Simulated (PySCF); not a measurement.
**Mo₃: structure of the singlet**

Aim: relax Mo₃ as a singlet from a equilateral triangle start, check by its vibrations whether the end is a minimum, and collect its spectrum and constants.

Computed with PySCF 2.14.0. Level: PBE0, basis Mo def2-TZVP with ECP28, scalar-relativistic core potentials, no spin–orbit coupling, density fitting.

**1. The system as given**

3 atoms, charge 0, spin multiplicity 1.

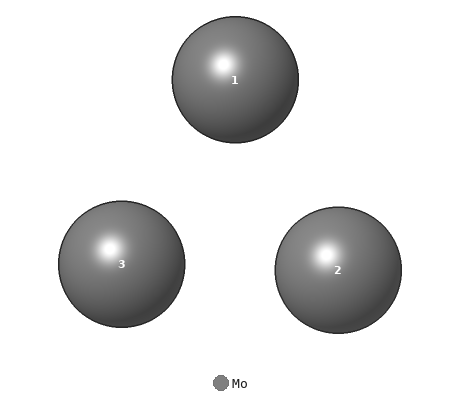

As it starts; molybdenum grey; atoms are numbered from 1 in the order of the file.

Z-matrix (Å, degrees; charge 0 multiplicity 1):
```
Mo
Mo 1 2.7600
Mo 1 2.7600 2 60.00
```

**2. The SCF at the typed geometry**

One driver script runs all steps and calls PySCF; scf.py shows how it sets up the SCF of each step. The optimiser is the driver's own. After this first run the driver tries any further starts and a stability analysis.

Contents of scf.py:

```python
from pyscf import gto, scf, dft
mol = gto.M(atom='''
Mo     0.796730    -1.379980     0.000000
Mo    -1.593480    -0.000010     0.000000
Mo     0.796750     1.379990     0.000000''',
    basis={'Mo': 'def2-TZVP'},
    ecp={'Mo': 'def2-TZVP'},
    charge=0, spin=0)
mf = dft.RKS(mol, xc='PBE0')
mf.grids.atom_grid = (50, 194)
aux = {'Mo': 'def2-universal-JKFIT'}
mf = mf.density_fit(auxbasis=aux)
mf.conv_tol = 1e-08
mf.diis_space = 10
mf.max_cycle = 60
mf.init_guess = 'minao'
mf.verbose = 4
mf.kernel()
```

The run is started by

```console
$ OMP_NUM_THREADS=4 python axn.py task.json out
```

Log (excerpt; [...] marks lines left out):

```text
[... the frontier levels of the middle cycles are left out ...]
init E= -184.793924979943
  HOMO = -0.724639540806825  LUMO = -0.714930134059618  gap/eV = 0.26421
cycle= 1 E= -203.298770192893  delta_E= -18.5  |g|= 1.65  |ddm|= 6.59
  HOMO = 0.0774029697502887  LUMO = 0.0877113381492132  gap/eV = 0.28050
cycle= 2 E= -188.573753450734  delta_E= 14.7  |g|= 4.93  |ddm|= 28.1
cycle= 3 E= -204.040209697449  delta_E= -15.5  |g|= 0.635  |ddm|=   28
cycle= 4 E= -199.151087364253  delta_E= 4.89  |g|= 3.41  |ddm|= 2.79
cycle= 5 E= -203.346660787511  delta_E= -4.2  |g|=  1.9  |ddm|= 3.06
cycle= 6 E= -203.332962869279  delta_E= 0.0137  |g|= 1.92  |ddm|= 0.135
cycle= 7 E= -203.271353067314  delta_E= 0.0616  |g|= 1.97  |ddm|= 0.659
cycle= 8 E= -204.108635551659  delta_E= -0.837  |g|= 0.478  |ddm|= 0.849
cycle= 9 E= -204.040899862974  delta_E= 0.0677  |g|= 0.751  |ddm|= 0.365
cycle= 10 E= -204.000601788315  delta_E= 0.0403  |g|= 0.87  |ddm|= 0.15
cycle= 11 E= -204.035603361545  delta_E= -0.035  |g|= 0.768  |ddm|= 0.0685
cycle= 12 E= -203.986057569418  delta_E= 0.0495  |g|= 0.915  |ddm|= 0.138
cycle= 13 E= -204.016487231801  delta_E= -0.0304  |g|= 0.832  |ddm|= 0.108
cycle= 14 E= -204.032107087798  delta_E= -0.0156  |g|= 0.785  |ddm|= 0.0716
[... 46 cycles left out ...]
SCF not converged.
init E= -184.793924979943
[... 20 cycles left out ...]
SCF not converged.
init E= -204.169570649473
[... 16 cycles left out ...]
cycle= 17 E= -204.165724338243  delta_E= -0.00232  |g|= 0.0285  |ddm|= 0.0819
cycle= 18 E= -204.167249133337  delta_E= -0.00152  |g|= 0.0201  |ddm|= 0.0844
cycle= 19 E= -204.169070096178  delta_E= -0.00182  |g|= 0.0167  |ddm|= 0.111
cycle= 20 E= -204.170416874215  delta_E= -0.00135  |g|= 0.0152  |ddm|= 0.0905
cycle= 21 E= -204.17207469385  delta_E= -0.00166  |g|= 0.0121  |ddm|= 0.122
cycle= 22 E= -204.173316386944  delta_E= -0.00124  |g|= 0.00964  |ddm|= 0.105
cycle= 23 E= -204.174328283589  delta_E= -0.00101  |g|= 0.00941  |ddm|= 0.102
cycle= 24 E= -204.175059501351  delta_E= -0.000731  |g|= 0.0114  |ddm|= 0.0912
cycle= 25 E= -204.175616565268  delta_E= -0.000557  |g|= 0.00599  |ddm|= 0.081
cycle= 26 E= -204.175986759044  delta_E= -0.00037  |g|= 0.00525  |ddm|= 0.0707
cycle= 27 E= -204.176241482011  delta_E= -0.000255  |g|= 0.00504  |ddm|= 0.0671
cycle= 28 E= -204.176371082688  delta_E= -0.00013  |g|= 0.00388  |ddm|= 0.0486
cycle= 29 E= -204.176435183627  delta_E= -6.41e-05  |g|= 0.00309  |ddm|= 0.0335
cycle= 30 E= -204.176468482286  delta_E= -3.33e-05  |g|= 0.00176  |ddm|= 0.0224
SCF not converged.
  HOMO = -0.13680812143322  LUMO = -0.0868304835672068  gap/eV = 1.35996
macro= 0  E= -204.176520740128  delta_E= -5.22578e-05  |g|= 0.0017634  1 KF 5 JK
macro= 1  E= -204.17661314372  delta_E= -9.24036e-05  |g|= 0.00225587  3 KF 14 JK
macro= 2  E= -204.176627521506  delta_E= -1.43778e-05  |g|= 0.00140756  1 KF 8 JK
macro= 3  E= -204.177121703673  delta_E= -0.000494182  |g|= 0.00330537  2 KF 13 JK
macro= 4  E= -204.177291944174  delta_E= -0.000170241  |g|= 0.0239744  2 KF 8 JK
macro= 5  E= -204.177976996415  delta_E= -0.000685052  |g|= 0.0011676  4 KF 19 JK
macro= 6  E= -204.177977289273  delta_E= -2.92858e-07  |g|= 6.42464e-05  2 KF 13 JK
macro= 7  E= -204.177977289273  delta_E= 3.41061e-13  |g|= 3.13215e-05  1 KF 2 JK
macro X = 8  E=-204.177977289273  |g|= 3.13215e-05  total 17 KF 91 JK
converged SCF energy = -204.177977289273
```

This step, with its further starts and checks, needed 42 s of wall time on 4 threads of Arm Neoverse V2, shared host.

The starts that the driver tried:

```
                      start  energy (Eh)
    the minimal-basis guess  -204.177977
a thermally smeared density  -204.177951
      a smeared PBE density  -204.177977
```

Where DIIS stalls, the driver goes on with a level shift of 0.3 Eh and then with a second-order solver.

The first run landed in a state that is too high. Following the other starts and the instabilities gains 3.1 kJ/mol (-204.17917 Eh), and the work goes on from there.

**3. Equilateral triangle start, singlet: relaxation**

The program finds D3h symmetry in the start, which this walk keeps.

scf.py: that of step 2 with these lines changed.

```diff
@@ -3,3 +3,3 @@
-Mo     0.796730    -1.379980     0.000000
-Mo    -1.593480    -0.000010     0.000000
-Mo     0.796750     1.379990     0.000000''',
+Mo     0.796737    -1.379990     0.000000
+Mo    -1.593475     0.000001     0.000000
+Mo     0.796738     1.379989     0.000000''',
@@ -16 +15,0 @@
-mf.init_guess = 'minao'
```

Energy and gradient, step by step:

```
step  energy (Eh)  change (kJ/mol)  largest symmetric gradient (Eh/bohr)
   0  -204.179169             0.00                               0.13236
   1  -204.276543          -255.65                               0.14172
   2  -204.364430          -486.40                               0.08989
   3  -204.384852          -540.02                               0.04155
   4  -204.388278          -549.01                               0.01803
   5  -204.388875          -550.58                               0.00215
   6  -204.388884          -550.61                               0.00009
   7  -204.388884          -550.61                               0.00000
```

The walk took 24 s.

Positions (Å) and forces (eV/Å) along the way, with the part that breaks the symmetry left in:

```
step 0
Mo   0.797  -1.380   0.000  -3.116   5.887  -0.004
Mo  -1.593   0.000   0.000   6.668   0.255   0.004
Mo   0.797   1.380   0.000  -3.552  -6.142  -0.001
step 1
Mo   0.736  -1.275   0.000  -2.442   6.308   0.000
Mo  -1.472   0.000   0.000   6.690   1.043   0.000
Mo   0.736   1.275   0.000  -4.247  -7.351   0.000
step 4
Mo   0.623  -1.079   0.000   2.653  -0.792   0.000
Mo  -1.246   0.000   0.000  -2.031   1.891   0.000
Mo   0.623   1.079   0.000  -0.621  -1.099   0.000
step 7
Mo   0.629  -1.090   0.000   2.155   0.011   0.000
Mo  -1.259   0.000   0.000  -1.087   1.861   0.000
Mo   0.629   1.090   0.000  -1.068  -1.873   0.000
```

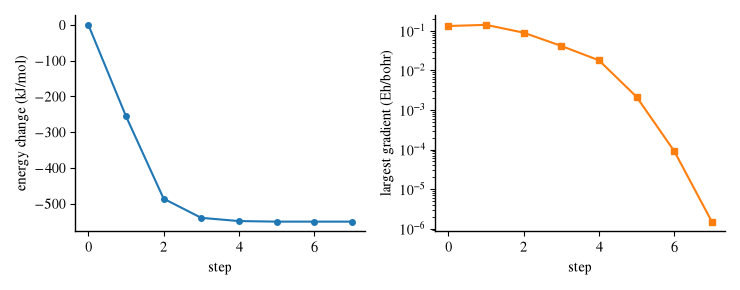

How energy and gradient fall.

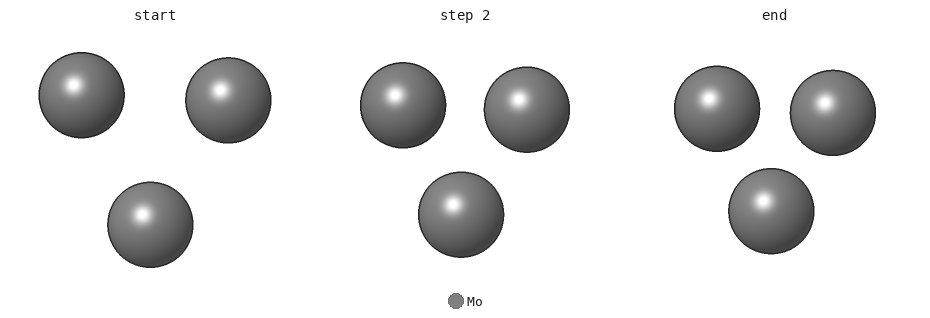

Start and end of the relaxation, with a step between.

It settles in D3h symmetry, 550.6 kJ/mol below the start, after 7 steps: Mo–Mo 2.180 Å (×3); Mo–Mo–Mo 60.0° (×3). A gradient of 0.0419 Eh/bohr that breaks the symmetry is left: this electronic state wants a lower symmetry.

**4. Relaxing without the symmetry constraint**

The geometry is nudged along the force that breaks the symmetry.

The program finds C2v symmetry in the start, which may break.

scf.py: that of step 3 with these lines changed.

```diff
@@ -3,3 +3,3 @@
-Mo     0.796737    -1.379990     0.000000
-Mo    -1.593475     0.000001     0.000000
-Mo     0.796738     1.379989     0.000000''',
+Mo     0.695938    -1.089432     0.000000
+Mo    -1.291788     0.049752     0.000000
+Mo     0.595850     1.039680    -0.000000''',
```

Steps of the walk:

```
step  energy (Eh)  change (kJ/mol)  largest gradient (Eh/bohr)
   0  -204.398351             0.00                     0.01247
   1  -204.398963            -1.61                     0.00724
   2  -204.399230            -2.31                     0.00127
   3  -204.399233            -2.32                     0.00021
   4  -204.399233            -2.32                     0.00003
```

The walk took 12 s.

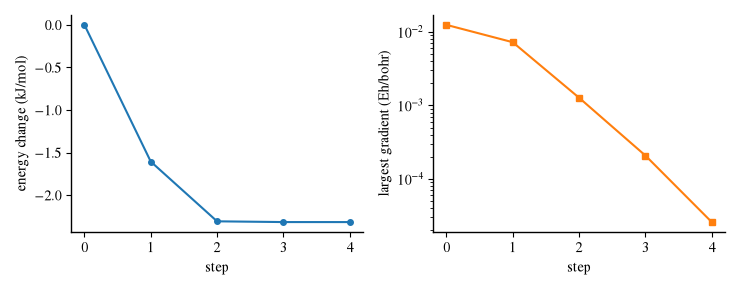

How energy and gradient fall.

It settles in C2v symmetry, 2.3 kJ/mol below the start, after 4 steps: Mo–Mo 2.120 Å (×2), Mo–Mo 2.345 Å; Mo–Mo–Mo 56.4° (×2), Mo–Mo–Mo 67.2°.

**5. Frequencies**

On the finer grid the gradient is checked again; gradients at displacements of ±0.02 bohr then give force constants and infrared intensities.

scf.py: that of step 4 with these lines changed.

```diff
@@ -3,3 +3,3 @@
-Mo     0.695938    -1.089432     0.000000
-Mo    -1.291788     0.049752     0.000000
-Mo     0.595850     1.039680    -0.000000''',
+Mo     0.723808    -1.093620     0.000000
+Mo    -1.309490     0.071672     0.000000
+Mo     0.585683     1.021948    -0.000000''',
@@ -10 +10 @@
-mf.grids.atom_grid = (50, 194)
+mf.grids.atom_grid = (75, 302)
@@ -13 +13 @@
-mf.conv_tol = 1e-08
+mf.conv_tol = 1e-10
```

This SCF starts from the last density.

Log of the central SCF (cycles and frontier levels):

```text
init E= -204.399308254135
  HOMO = -0.14342257790979  LUMO = -0.0855796672078917  gap/eV = 1.57399
cycle= 1 E= -204.399308254073  delta_E= 6.21e-11  |g|= 1.85e-05  |ddm|= 1.86e-05
  HOMO = -0.143423452645913  LUMO = -0.0855794843557596  gap/eV = 1.57401
cycle= 2 E= -204.399308250316  delta_E= 3.76e-09  |g|= 0.000141  |ddm|= 0.000112
  HOMO = -0.143422711036604  LUMO = -0.0855798216428427  gap/eV = 1.57399
cycle= 3 E= -204.399308254139  delta_E= -3.82e-09  |g|= 3.29e-06  |ddm|= 9.46e-05
  HOMO = -0.14342268599316  LUMO = -0.0855797305875057  gap/eV = 1.57399
cycle= 4 E= -204.399308254141  delta_E= -1.99e-12  |g|= 2.41e-06  |ddm|= 5.67e-06
  HOMO = -0.143422768331571  LUMO = -0.0855797700993799  gap/eV = 1.57399
Extra cycle  E= -204.399308254068  delta_E= 7.29e-11  |g|= 1.91e-05  |ddm|= 1.37e-05
converged SCF energy = -204.399308254068
```

The whole step took 35 s.

Geometry: C2v; Mo–Mo 2.120 Å (×2), Mo–Mo 2.344 Å; Mo–Mo–Mo 56.4° (×2), Mo–Mo–Mo 67.1°.

Harmonic modes (main isotopes):

| symmetry | ω (cm⁻¹) | IR (km/mol) |
| --- | --- | --- |
| b2 | 182 | 2.0 |
| a1 | 244 | 0.0 |
| a1 | 470 | 0.1 |

No imaginary mode, so this is a minimum.

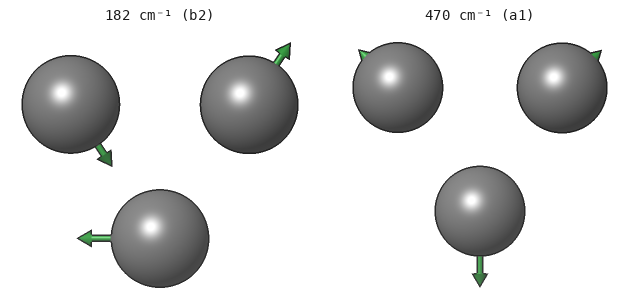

How the atoms move in 2 of the modes.

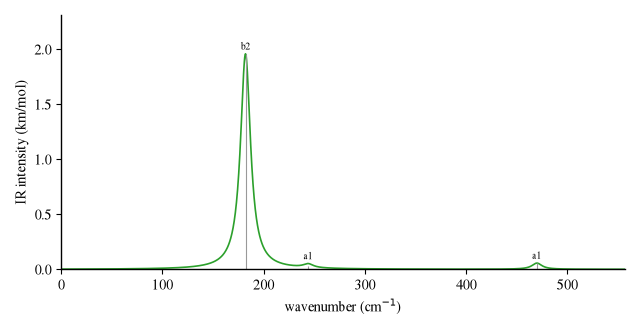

The harmonic infrared spectrum (widths in cm⁻¹). Lines are broadened to a width of 12 cm⁻¹ (Lorentzian).

Properties at this point:

- Dipole moment: 0.43 D
- Highest occupied level: -3.90 eV
- Lowest empty level: -2.33 eV
- Rotational constants: 0.08274, 0.0627, 0.03567 cm⁻¹
- Zero-point energy: 5.4 kJ/mol
- Principal polarisabilities: 160.5, 190.9, 204.7 bohr³
- Atomisation energy without zero-point energy: 226 kJ/mol
- Principal traceless quadrupole moments about the centre of mass: -7.40, -1.86, 9.26 D Å
- Entropy at 298.15 K and 1 bar: 313.6 J/(mol K)
- Heat capacity Cp at 298.15 K: 54.0 J/(mol K)
- Enthalpy at 298.15 K above 0 K: 13.41 kJ/mol
- Rotational symmetry number: 2

Charges (e) and bond orders:

| atom | Mulliken | Löwdin | polar tensor | Mayer order to Mo1 |
| --- | --- | --- | --- | --- |
| Mo1 | 0.00 | 0.04 | 0.06 | – |
| Mo2 | 0.00 | 0.04 | 0.06 | 2.26 |
| Mo3 | 0.00 | -0.08 | -0.13 | 3.21 |

Outer orbital energies (eV). occupied: -8.32, -7.47, -6.95, -6.61, -6.18, -5.89, -5.73, -3.90; empty: -2.33, -2.05, -1.64, -1.57.

Mulliken populations on Mo1 (outside its core potential): s 3.11, p 6.10, d 4.77, f 0.02.

**6. The broken-symmetry singlet**

A stability analysis found the closed shell of the lowest minimum unstable towards spin polarisation, so the unrestricted solution is followed.

The program finds C2v symmetry in the start, which may break.

scf.py: that of step 5 with these lines changed.

```diff
@@ -9,2 +9,2 @@
-mf = dft.RKS(mol, xc='PBE0')
-mf.grids.atom_grid = (75, 302)
+mf = dft.UKS(mol, xc='PBE0')
+mf.grids.atom_grid = (50, 194)
@@ -13 +13 @@
-mf.conv_tol = 1e-10
+mf.conv_tol = 1e-08
```

Steps of the walk:

```
step  energy (Eh)  change (kJ/mol)  largest gradient (Eh/bohr)
   0  -204.411507             0.00                     0.01903
   1  -204.412192            -1.80                     0.00663
   2  -204.412292            -2.06                     0.00088
   3  -204.412295            -2.07                     0.00038
   4  -204.412296            -2.07                     0.00020
```

The walk needed 18 s of wall time on 4 threads of Arm Neoverse V2, shared host.

Positions (Å) and forces (eV/Å) along the way:

```
step 0
Mo   0.724  -1.094   0.000   0.193  -0.770   0.000
Mo  -1.309   0.072   0.000  -0.765  -0.204   0.000
Mo   0.586   1.022   0.000   0.572   0.974   0.000
step 1
Mo   0.724  -1.102   0.000   0.033  -0.254   0.000
Mo  -1.317   0.068   0.000  -0.239  -0.083   0.000
Mo   0.593   1.034   0.000   0.206   0.336   0.000
step 2
Mo   0.723  -1.106   0.000  -0.031  -0.020   0.000
Mo  -1.320   0.065   0.000  -0.005  -0.021   0.000
Mo   0.596   1.040   0.000   0.036   0.041   0.000
step 3
Mo   0.723  -1.106   0.000  -0.027   0.004   0.000
Mo  -1.320   0.064   0.000   0.014  -0.005   0.000
Mo   0.597   1.042   0.000   0.013   0.002   0.000
step 4
Mo   0.722  -1.106   0.000  -0.016   0.005   0.000
Mo  -1.320   0.064   0.000   0.011   0.005   0.000
Mo   0.598   1.042   0.000   0.006  -0.010   0.000
```

End point (C2v, 4 steps, 2.1 kJ/mol gained): Mo–Mo 2.152 Å (×2), Mo–Mo 2.353 Å; Mo–Mo–Mo 56.9° (×2), Mo–Mo–Mo 66.3°.

**7. Vibrations and properties at this point**

The point was taken to the finer grid, but the Hessian ran out of time, so its nature is unknown.

**8. Results**

| quantity | value |
| --- | --- |
| minimum | singlet, C2v (closed shell, unstable towards spin polarisation) |
| geometry | Mo–Mo 2.120 Å (×2), Mo–Mo 2.344 Å; Mo–Mo–Mo 56.4° (×2), Mo–Mo–Mo 67.1° |
| wavenumbers (cm⁻¹) | 182 (b2), 244 (a1), 470 (a1) |
| dipole moment | 0.43 D |
| highest occupied, lowest empty level | -3.90, -2.33 eV |
| polar-tensor charge of Mo1 | +0.06 e |
| zero-point energy | 5.4 kJ/mol |

**Reading.** The equilateral triangle start (D3h) ends in a minimum of C2v symmetry. In the infrared the band at 182 cm⁻¹ (b2) leads. The first SCF alone would have been 3 kJ/mol too high. Other starts or spin states, not run here, may lie lower. The closed shell proved unstable towards spin polarisation, so a lower open-shell solution exists.

The search up to here took 3.5 min.
